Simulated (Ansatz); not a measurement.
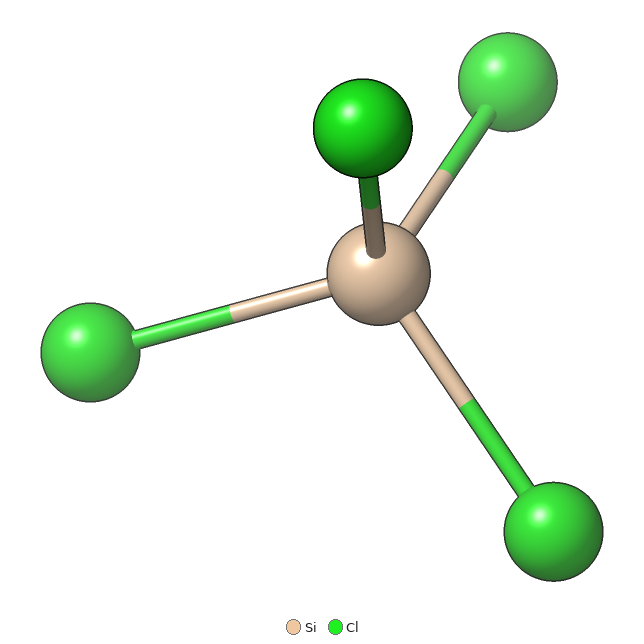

Distant atoms are faded towards the background colour. The geometry was computed by an optimisation with PBE0-D4/def2-TZVP.

> Which symmetry elements does this geometry have?

It has 4 C3 axes, 3 C2 axes, 3 S4 axes and 6 mirror planes, so the point group is Td. The group has 24 operations. The geometry is achiral, and symmetry forbids a dipole moment.
